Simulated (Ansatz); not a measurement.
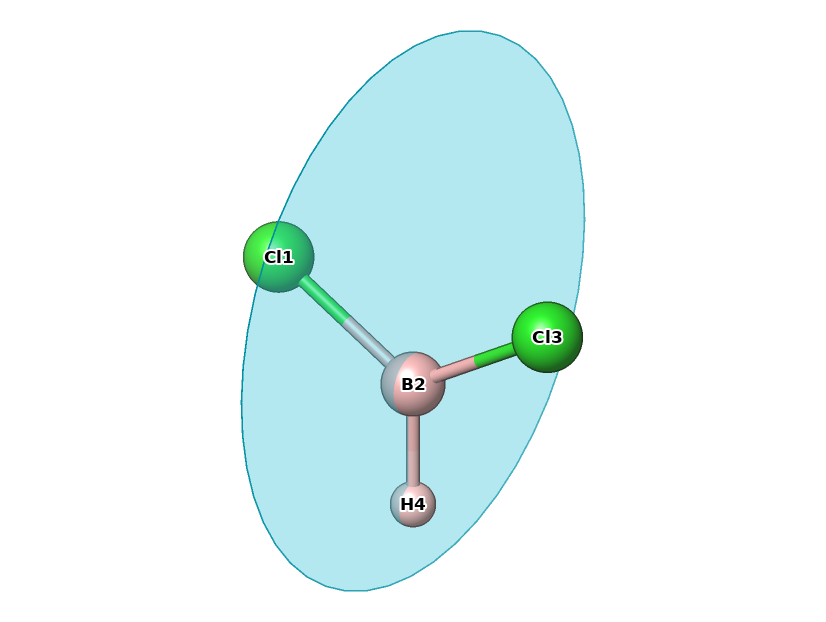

A disc through the centre of mass is drawn in. Depth is shown by fading: the farther an atom, the more it takes the colour of the background. The geometry was computed by an optimisation with PBE0-D4/def2-TZVP. No frequency run is at hand to confirm it as a minimum.

Q: Is the plane of the disc a mirror plane of the structure?

A: Yes. The reflection leaves B2, H4 in place and moves Cl1 ↔ Cl3. The point group is C2v.
